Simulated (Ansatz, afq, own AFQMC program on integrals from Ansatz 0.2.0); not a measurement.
# CH₄Ge (singlet): AFQMC on the coupled-cluster ladder, cc-pVTZ, part 2 of 2

Ansatz 0.2.0, Gaussian basis, and an in-house AFQMC program (afq) on its integrals; all values are calculated; cc-pVTZ, frozen cores. Earlier steps stand in the parts before.

## Step 13: Free-projection AFQMC, CISD trial on RHF

It reads the integrals that the CCSD(T) run on this determinant wrote.

On the command line:

```bash
> afq ham --method free --trial cisd --walkers 600 --time-step 0.03 --max-blocks 4000 --target-error 0.00042 --factor-cut 1e-05 --seed 9286 --times 0,0.21,0.42,0.81,1.2,1.8,2.4,3 --taylor-order 8
```

Log:

```text
orbitals 114  electrons 6 6  factors 708 of 752
reference energy -2115.54208772 Eh
CCSD correlation -0.32108623 Eh in 10 cycles, weight of the determinant in the CISD state 0.8551
repeat  energy at the last time / Eh  error
    10  -2115.880148  0.000993
    20  -2115.878991  0.000819
    30  -2115.879040  0.000625
    40  -2115.879366  0.000552
    50  -2115.879154  0.000463
    60  -2115.878852  0.000430
    70  -2115.879112  0.000408
time / (1/Eh)  energy / Eh  error  mean overlap
  0.00  -2115.863261  0.000128  1.1689
  0.21  -2115.870766  0.000140  1.1678
  0.42  -2115.874150  0.000171  1.1668
  0.81  -2115.876474  0.000185  1.1710
  1.20  -2115.877644  0.000207  1.1713
  1.80  -2115.878677  0.000263  1.1627
  2.40  -2115.879047  0.000337  1.1581
  3.00  -2115.879117  0.000403  1.1555
energy -2115.879117 +/- 0.000403 Eh
```

Wall time 81 s (1 × NVIDIA H100 80GB HBM3 with 2 threads of AMD EPYC 7R13 (Zen 3), shared host); peak host memory 1.7 GiB.

Energy -57576.0039 ± 0.0110 eV. Caveats: remainder of the start not in the error.

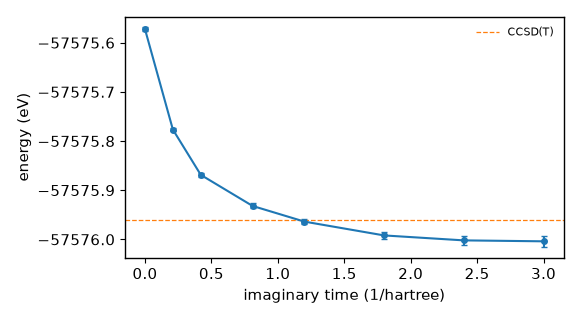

Energy against projection time, with error bars.

## Step 14: UHF

File in.yaml:

```yaml
crystal:
  periodic: [false, false, false]
  atoms:
    - {symbol: Ge, position_ang: [0.000000, 0.000000, 0.273860]}
    - {symbol: C, position_ang: [0.000000, 0.000000, -1.494741]}
    - {symbol: H, position_ang: [0.000000, 1.285282, 1.096845]}
    - {symbol: H, position_ang: [0.000000, -1.285282, 1.096845]}
    - {symbol: H, position_ang: [0.000000, 0.923283, -2.059354]}
    - {symbol: H, position_ang: [0.000000, -0.923283, -2.059354]}
basis:
  gaussian: {orbitals: cc-pVTZ}
magnetization: {spin_polarized: true, initial_magnetization: 0}
hamiltonian: {xc: hf}
output: {orbitals: {seedname: orbitals}}
```

On the command line:

```bash
> ansatz run in.yaml --threads 1 --pin off --events-out ev --progress --plain --max-ram 16896MiB --backend cuda --devices 0, --max-vram 18GiB
```

Log:

```text
Functional definition: HF
  name "HF"
  cite "Fock, Z. Phys. 61, 126 (1930) doi:10.1007/BF01340294"
  parent pbe
  exchange = exact_x
  correlation = 0
924 factors; their error is unknown
mean field evaluation 1: about -57563.2103 eV, gradient 2.2e1 eV
mean field evaluation 2: about -57564.7622 eV, gradient 1.5e1 eV
mean field evaluation 4: about -57565.9947 eV, gradient 5.7e-1 eV
mean field evaluation 8: about -57566.0001 eV, gradient 1.1e-1 eV
mean field evaluation 16: about -57564.0430 eV, gradient 2.2e1 eV
mean field evaluation 32: about -57559.1191 eV, gradient 1.4e1 eV
mean field -57566.94781846 eV, -2115.5463120497 hartree, gradient 8.8e-5 eV, S^2 0.392636; 2 other end points of the search recorded, 0 dependent functions left out
reference -57566.94781846 eV, -2115.5463120497 hartree; 21, 21 occupied and 108, 108 virtual orbitals, 924 factors
Total energy: -57566.94781846 eV, -2115.5463120497 hartree
```

Wall time 4.4 s (1 × NVIDIA H100 80GB HBM3 with 1 thread of AMD EPYC 7R13 (Zen 3), shared host); peak host memory 1.7 GiB.

From the report: ⟨S²⟩ of the determinant 0.393 (pure singlet: 0.00).

## Step 15: CCSD(T) on UHF

in.yaml, as its differences from that of step 14:

```diff
@@ -12,3 +12,2 @@
 magnetization: {spin_polarized: true, initial_magnetization: 0}
-hamiltonian: {xc: hf}
-output: {orbitals: {seedname: orbitals}}
+correlation: {method: ccsd_t, electrons: outside_noble_gas, hamiltonian_folder: ham}
```

The command is unchanged.

Log, cut to the lines that bear on the results:

```text
Functional definition: HF
  name "HF"
  cite "Fock, Z. Phys. 61, 126 (1930) doi:10.1007/BF01340294"
  parent pbe
[...]
752 factors; integrals over basis functions are off by at most 1.1e-3 eV
[...]
mean field -57566.94850164 eV, -2115.5463371561 hartree, gradient 3.5e-6 eV, S^2 0.392636; 3 other end points of the search recorded, 0 dependent functions left out
determinant -57566.94850164 eV, -2115.5463371561 hartree, with singles and doubles -57575.66105369 eV, -2115.8665175382 hartree
determinant -57566.83286861 eV, -2115.5420877205 hartree, with singles and doubles -57575.72956914 eV, -2115.8690354348 hartree
15 core orbitals not correlated: weight in the atoms' cores, before any rotation towards them, 0.999 or more for the frozen orbitals, at most 0.001 for the correlated occupied ones
reference -57566.94850164 eV, -2115.5463371561 hartree; 6, 6 occupied and 108, 108 virtual orbitals, 752 factors
second order -7.41054563 eV of doubles, -0.00000000 eV of singles
cycle   1  -8.55391096 eV  change   -6.1e-1 eV  update   2.6e-2
[...]
cycle  10  -8.59120734 eV  change   -1.4e-5 eV  update   7.6e-6
perturbative correction -0.38429056 eV, -0.0141224175 hartree
Total energy: -57575.92399954 eV, -2115.8761806201 hartree
```

Run time: 9.5 s. Hardware: 1 × NVIDIA H100 80GB HBM3 with 1 thread of AMD EPYC 7R13 (Zen 3), shared host; peak host memory 1.7 GiB.

From the report: ⟨S²⟩ of the determinant 0.393 (pure singlet: 0.00); correlation -8.9755 eV; T1 0.067; largest double amplitude 0.15.

This run also writes the integrals to the folder ham.

## Step 16: Phaseless AFQMC, CISD trial on UHF

It reads the integrals that the CCSD(T) run on this determinant wrote.

On the command line:

```bash
> afq ham --method phaseless --trial cisd --walkers 600 --populations 10 --least-time 60 --time-step 0.005 --steps-per-block 50 --equilibration-blocks 28 --max-blocks 4000 --target-error 0.00021 --factor-cut 1e-05 --start spin_pure --seed 511 --release-times 0.24,0.51,0.99,1.62,2.4 --release-step 0.03 --release-every 3 --taylor-order 6
```

Log:

```text
orbitals 114  electrons 6 6  factors 708 of 752
reference energy -2115.54633716 Eh
CCSD correlation -0.31572110 Eh in 13 cycles, weight of the determinant in the CISD state 0.7638
energy of the start -2115.824656 Eh
 block  time / (1/Eh)  mean weight  energy / Eh
     1     0.250  1.0007  -2115.841862
     2     0.500  0.9994  -2115.853093
     3     0.750  0.9997  -2115.860418
     4     1.000  0.9997  -2115.865483
     5     1.250  1.0000  -2115.870723
     6     1.500  1.0009  -2115.874897
     7     1.750  1.0001  -2115.877050
     8     2.000  0.9999  -2115.876274
     9     2.250  1.0003  -2115.876021
    10     2.500  0.9995  -2115.876708
    11     2.750  1.0004  -2115.877144
    16     4.000  0.9974  -2115.877903
    21     5.250  1.0008  -2115.877367
    26     6.500  0.9997  -2115.879187
    31     7.750  0.9991  -2115.874410
    36     9.000  1.0004  -2115.879357
    41    10.250  1.0003  -2115.878322
    46    11.500  1.0001  -2115.876014
    51    12.750  1.0011  -2115.877800
    56    14.000  1.0004  -2115.882082
    61    15.250  0.9996  -2115.881799
    66    16.500  0.9995  -2115.878989
    71    17.750  1.0001  -2115.878773
    76    19.000  1.0002  -2115.878624
    81    20.250  1.0000  -2115.880013
    86    21.500  1.0008  -2115.882298
    91    22.750  1.0001  -2115.877903
    96    24.000  0.9999  -2115.876847
   101    25.250  0.9998  -2115.879512
   106    26.500  1.0007  -2115.877682
   111    27.750  0.9993  -2115.878338
   116    29.000  1.0005  -2115.879846
   121    30.250  0.9995  -2115.877904
   126    31.500  0.9975  -2115.876308
   131    32.750  1.0004  -2115.878105
   136    34.000  1.0001  -2115.875790
   141    35.250  0.9993  -2115.882319
   146    36.500  1.0000  -2115.878038
   151    37.750  1.0002  -2115.883635
   156    39.000  0.9997  -2115.884069
   161    40.250  0.9999  -2115.877281
   166    41.500  1.0001  -2115.882247
   171    42.750  1.0006  -2115.885522
   176    44.000  1.0003  -2115.878753
   181    45.250  0.9998  -2115.878248
   186    46.500  1.0001  -2115.880540
   191    47.750  1.0003  -2115.875253
   196    49.000  0.9998  -2115.880957
   201    50.250  1.0013  -2115.886973
error from the spread of 10 populations
released: time / (1/Eh)  energy / Eh  error  mean overlap
  0.24  -2115.879751  0.000357  0.9929
  0.51  -2115.879435  0.000346  0.9888
  0.99  -2115.879621  0.000337  0.9747
  1.62  -2115.879116  0.000494  0.9685
  2.40  -2115.879928  0.000516  0.9419
energy -2115.879305 +/- 0.000350 Eh
```

Wall time 3.7 min (1 × NVIDIA H100 80GB HBM3 with 2 threads of AMD EPYC 7R13 (Zen 3), shared host); peak host memory 2.1 GiB.

Energy -57576.0090 ± 0.0095 eV. Caveats: constraint bias not in the error; error above the target.

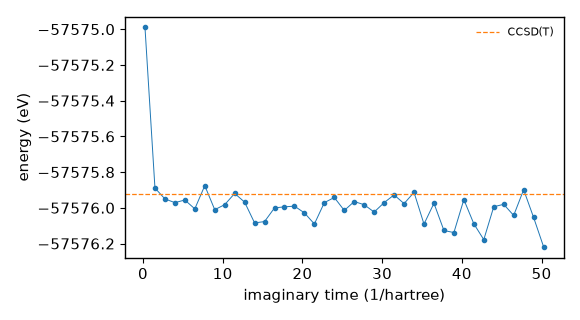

Block energies along the walk.

## Step 17: Phaseless AFQMC, single-determinant trial on UHF

It reads the integrals that the CCSD(T) run on this determinant wrote.

On the command line:

```bash
> afq ham --method phaseless --trial hf --walkers 600 --populations 10 --least-time 40 --time-step 0.005 --steps-per-block 20 --equilibration-blocks 112 --max-blocks 4000 --target-error 0.0010500000000000002 --factor-cut 1e-05 --start spin_pure --seed 5953 --taylor-order 6
```

Log:

```text
orbitals 114  electrons 6 6  factors 708 of 752
reference energy -2115.54633716 Eh
CCSD correlation -0.31572110 Eh in 13 cycles, weight of the determinant in the CISD state 0.7638
energy of the start -2115.555131 Eh
 block  time / (1/Eh)  mean weight  energy / Eh
     1     0.100  1.0005  -2115.631614
     2     0.200  1.0015  -2115.683639
     3     0.300  1.0022  -2115.726150
     4     0.400  1.0021  -2115.750383
     5     0.500  0.9996  -2115.774191
     6     0.600  1.0023  -2115.789866
     7     0.700  1.0016  -2115.797658
     8     0.800  1.0014  -2115.806841
     9     0.900  1.0010  -2115.816025
    10     1.000  1.0002  -2115.830810
    12     1.200  1.0003  -2115.844666
    23     2.300  1.0001  -2115.865359
    34     3.400  1.0000  -2115.877856
    45     4.500  0.9997  -2115.870997
    56     5.600  1.0003  -2115.880935
    67     6.700  1.0001  -2115.919965
    78     7.800  0.9992  -2115.891965
    89     8.900  1.0008  -2115.900179
   100    10.000  1.0011  -2115.874552
   111    11.100  1.0009  -2115.883053
   122    12.200  0.9999  -2115.884837
   133    13.300  0.9986  -2115.876967
   144    14.400  1.0010  -2115.875299
   155    15.500  0.9997  -2115.876879
   166    16.600  1.0001  -2115.874860
   177    17.700  1.0006  -2115.881296
   188    18.800  1.0009  -2115.885919
   199    19.900  0.9996  -2115.889465
   210    21.000  0.9997  -2115.882037
   221    22.100  0.9993  -2115.871825
   232    23.200  1.0000  -2115.861671
   243    24.300  0.9998  -2115.884669
   254    25.400  0.9997  -2115.886934
   265    26.500  1.0003  -2115.891377
   276    27.600  1.0012  -2115.877602
   287    28.700  0.9995  -2115.882312
   298    29.800  1.0004  -2115.886883
   309    30.900  1.0001  -2115.875207
   320    32.000  1.0005  -2115.877064
   331    33.100  1.0000  -2115.872190
   342    34.200  1.0000  -2115.864455
   353    35.300  0.9997  -2115.911666
   364    36.400  1.0007  -2115.898264
   375    37.500  1.0005  -2115.870383
   386    38.600  1.0002  -2115.884713
   397    39.700  0.9996  -2115.883769
   408    40.800  1.0000  -2115.893113
   419    41.900  1.0009  -2115.888727
   430    43.000  1.0004  -2115.886654
   441    44.100  1.0009  -2115.894192
   452    45.200  1.0003  -2115.893295
   463    46.300  1.0000  -2115.870202
error from the spread of 10 populations
energy -2115.883034 +/- 0.001995 Eh
```

Run time: 88 s. Hardware: 1 × NVIDIA H100 80GB HBM3 with 2 threads of AMD EPYC 7R13 (Zen 3), shared host; peak host memory 2.1 GiB.

Energy -57576.1105 ± 0.0543 eV. Caveats: constraint bias not in the error; error above the target.

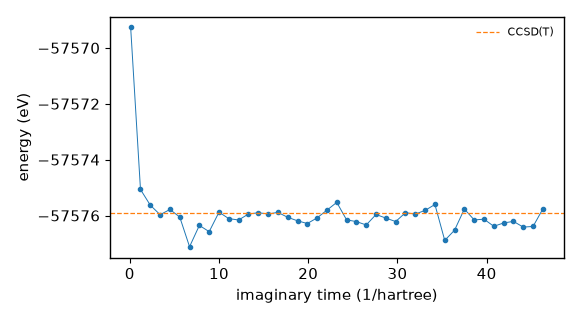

Block energies along the walk.

## Step 18: Free-projection AFQMC, CISD trial on UHF

It reads the integrals that the CCSD(T) run on this determinant wrote.

On the command line:

```bash
> afq ham --method free --trial cisd --walkers 600 --time-step 0.03 --max-blocks 4000 --target-error 0.00042 --factor-cut 1e-05 --seed 9286 --times 0,0.21,0.42,0.81,1.2,1.8,2.4,3 --taylor-order 8
```

Log:

```text
orbitals 114  electrons 6 6  factors 708 of 752
reference energy -2115.54633716 Eh
CCSD correlation -0.31572110 Eh in 13 cycles, weight of the determinant in the CISD state 0.7638
repeat  energy at the last time / Eh  error
    10  -2115.879341  0.000678
    20  -2115.878617  0.000654
    30  -2115.878652  0.000635
    40  -2115.878934  0.000512
    50  -2115.878886  0.000480
    60  -2115.878036  0.000538
    70  -2115.878171  0.000524
    80  -2115.878399  0.000481
time / (1/Eh)  energy / Eh  error  mean overlap
  0.00  -2115.862053  0.000110  1.3090
  0.21  -2115.869487  0.000143  1.3063
  0.42  -2115.872723  0.000154  1.3058
  0.81  -2115.875528  0.000195  1.3090
  1.20  -2115.877335  0.000226  1.2996
  1.80  -2115.878100  0.000296  1.2995
  2.40  -2115.877896  0.000396  1.3079
  3.00  -2115.878412  0.000474  1.3040
energy -2115.878412 +/- 0.000474 Eh
```

Wall time 1.8 min (1 × NVIDIA H100 80GB HBM3 with 2 threads of AMD EPYC 7R13 (Zen 3), shared host); peak host memory 2.1 GiB.

Energy -57575.9847 ± 0.0129 eV. Caveats: remainder of the start not in the error; start is not spin pure.

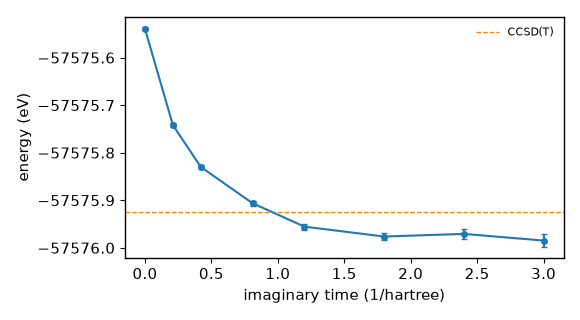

Energy against projection time, with error bars.

## Step 19: AFQMC on the ladder

On the RHF determinant, counted from CCSD(T) (a yardstick, not exact):

```csv
level,energy (eV),from CCSD(T) (kJ/mol),statistical error (kJ/mol),time
HF,-57566.8329,+880.7,,
MP2,-57574.8018,+111.9,,
CCSD,-57575.5701,+37.7,,
CCSD(T),-57575.9611,0.0,,
"Phaseless AFQMC, CISD trial, step 0.005, 600 walkers",-57575.9944,-3.2,0.7,3.7 min
"Phaseless AFQMC, single-determinant trial, step 0.005, 600 walkers",-57576.0880,-12.2,4.6,88 s
"Free-projection AFQMC, CISD trial, step 0.03, 600 walkers",-57576.0039,-4.1,1.1,81 s
```

On the UHF determinant, counted from CCSD(T) (a yardstick, not exact):

```csv
level,energy (eV),from CCSD(T) (kJ/mol),statistical error (kJ/mol),time
HF,-57566.9485,+866.0,,
MP2,-57574.3590,+151.0,,
CCSD,-57575.5397,+37.1,,
CCSD(T),-57575.9240,0.0,,
"Phaseless AFQMC, CISD trial, step 0.005, 600 walkers",-57576.0090,-8.2,0.9,3.7 min
"Phaseless AFQMC, single-determinant trial, step 0.005, 600 walkers",-57576.1105,-18.0,5.2,88 s
"Free-projection AFQMC, CISD trial, step 0.03, 600 walkers",-57575.9847,-5.9,1.2,1.8 min
```

The functionals' totals stand on their own zeros and serve differences with other points: PBE -57609.872 eV; r2SCAN -57619.105 eV; PBE0 -57611.488 eV; B3LYP -57621.558 eV; wB97M-V -57616.024 eV; B2PLYP -57607.758 eV.

## Step 20: Outcome

What follows sums up all 2 parts.

| quantity | value |
| --- | --- |
| Phaseless AFQMC, CISD trial on RHF from CCSD(T) | -3.2 ± 0.7 kJ/mol |
| Phaseless AFQMC, single-determinant trial on RHF from CCSD(T) | -12.2 ± 4.6 kJ/mol |
| Free-projection AFQMC, CISD trial on RHF from CCSD(T) | -4.1 ± 1.1 kJ/mol |
| Phaseless AFQMC, CISD trial on UHF from CCSD(T) | -8.2 ± 0.9 kJ/mol |
| Phaseless AFQMC, single-determinant trial on UHF from CCSD(T) | -18.0 ± 5.2 kJ/mol |
| Free-projection AFQMC, CISD trial on UHF from CCSD(T) | -5.9 ± 1.2 kJ/mol |

On RHF the phaseless walk with the CISD trial lies -3.2 kJ/mol from CCSD(T), 5 times its error bar. Free projection has no constraint; at the last time it gives -4.1 ± 1.1 kJ/mol. On UHF the phaseless walk with the CISD trial lies -8.2 kJ/mol from CCSD(T), 9 times its error bar. Free projection has no constraint; at the last time it gives -5.9 ± 1.2 kJ/mol, and from a start that isn't spin pure other spins can mix in. Error bars are statistical and leave out the constraint, the time step and what remains of the start.
